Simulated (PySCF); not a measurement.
**C₄H₉FNSi₂ (doublet): density, localisation and related maps**

```xyz
17

C     2.6146   -0.1359    0.5435
Si    1.2828   -0.2708   -0.8003
C    -0.0264    1.0881   -0.4530
C    -1.4433    0.5309   -0.4207
F    -1.6935   -0.1826   -1.6015
Si   -1.8180   -0.6628    1.0630
C    -2.4004    1.5964   -0.3030
N    -3.1527    2.4405   -0.1124
H     2.2061   -0.3133    1.5346
H     3.0756    0.8476    0.5495
H     3.4019   -0.8639    0.3787
H     1.8561   -0.0370   -2.1306
H     0.6448   -1.5918   -0.7381
H     0.0289    1.8592   -1.2252
H     0.1593    1.5838    0.5012
H    -3.1246   -1.2811    0.8865
H    -1.6182    0.0542    2.3180
```

Geometry: GFN2-xTB.

Method: PySCF, UKS B3LYP, pcH-1 on C F H N Si, non-relativistic, mean-field spin-orbit, GIAO.

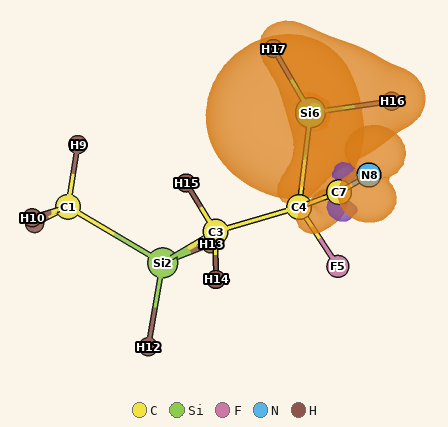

Figure 1. Isosurfaces of the spin density (α minus β) at +0.015 (orange) and −0.015 e/Å³ (purple), seen at a tilt.

> Where is the unpaired spin?

The unpaired spin (1 electron) lies mostly on Si6 (about 0.8), in electrons by Hirshfeld's partition.

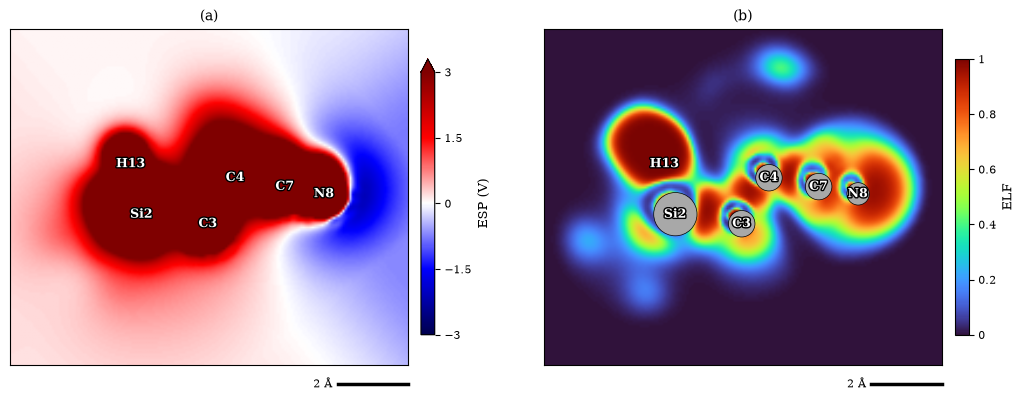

Figure 2. (a) electrostatic potential; (b) electron localisation function on the plane of atoms C3, C4 and C7. Grey discs cover the atomic cores in the ELF map.

> What does the map show?

The plane passes through Si, C, N and H nuclei.
C–N (1.15 Å): the ELF is about 0.65 at the midpoint.
C–C (1.44 Å): the ELF peaks at about 0.95 between the atoms; localised, covalent bonding.
C–Si (1.92 Å): the ELF peaks at about 0.95 between the atoms (localised, covalent bonding).
C–C (1.52 Å): the ELF peaks at about 0.90 between the atoms: localised, covalent bonding.

The ELF also peaks beside N8, away from the bonds: non-bonding electrons, paired or unpaired.
Outside the dense part of the molecule the potential is most negative (−2.1 V) near N8.

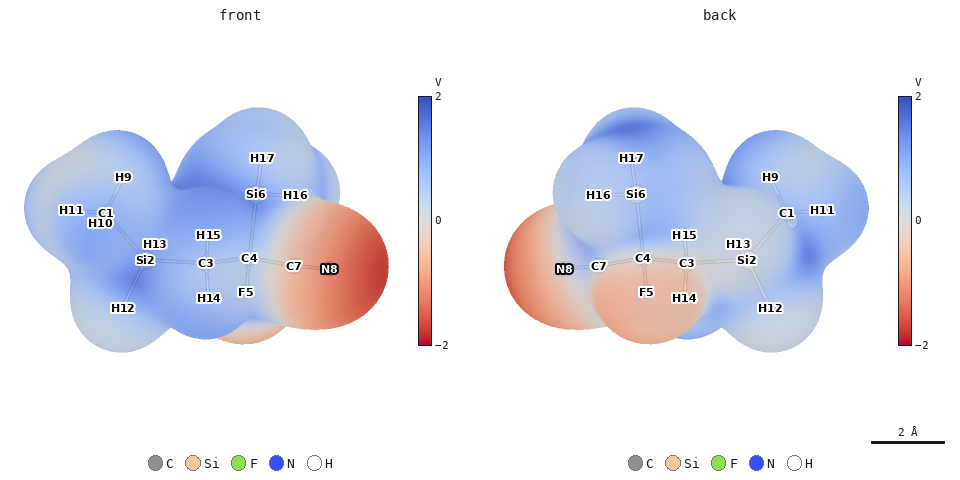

Figure 3. The molecular electrostatic potential painted on the density surface at 0.002 e/bohr³, seen from the front and from behind; red is negative and blue positive.

> Where is the surface potential most negative and most positive?

The most negative region (about −1.7 V) lies over N8, the most positive (about +1.5 V) over Si2 and Si6. N8 is the likeliest acceptor of a hydrogen bond.
